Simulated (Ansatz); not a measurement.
## Response to strain in Al

The parent structure is Al in the fcc (Cu type) structure (space group Fm-3m, No. 225; relaxed with 0.1 eV smearing).

```cif
data_Al4
_chemical_formula_sum 'Al4'
_space_group_name_H-M_alt 'Fm-3m'
_space_group_IT_number 225
_space_group_name_Hall '-F 4 2 3'
_cell_length_a 4.01546
_cell_length_b 4.01546
_cell_length_c 4.01546
_cell_angle_alpha 90.000
_cell_angle_beta 90.000
_cell_angle_gamma 90.000
loop_
_atom_site_label
_atom_site_type_symbol
_atom_site_symmetry_multiplicity
_atom_site_Wyckoff_symbol
_atom_site_fract_x
_atom_site_fract_y
_atom_site_fract_z
_atom_site_occupancy
Al1 Al 4 a 0.00000 0.00000 0.00000 1
```
(The calculation used a cell of 1 atom; values per cell refer to that cell.)

Strains are applied to the cell and any free atomic positions relax.

Calculations: PBEsol, PAW, 420 eV (Ansatz, a program for electronic structure; without spin-orbit coupling).

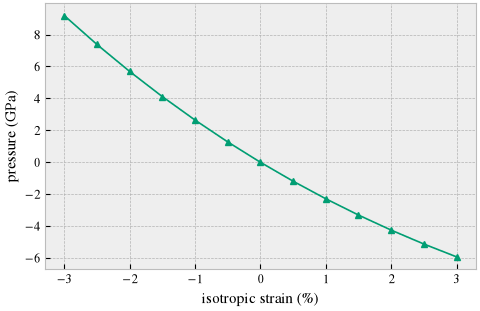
Figure: Pressure against isotropic strain

```
isotropic strain (%)  pressure
--------------------  --------
-3                     9.2 GPa
-2.5                   7.4 GPa
-2                     5.7 GPa
-1.5                   4.1 GPa
-1                     2.6 GPa
-0.5                   1.3 GPa
0.5                   -1.2 GPa
1                     -2.3 GPa
1.5                   -3.3 GPa
2                     -4.3 GPa
2.5                   -5.1 GPa
3                     -5.9 GPa
```

Whether these cells are dynamically stable was not tested.
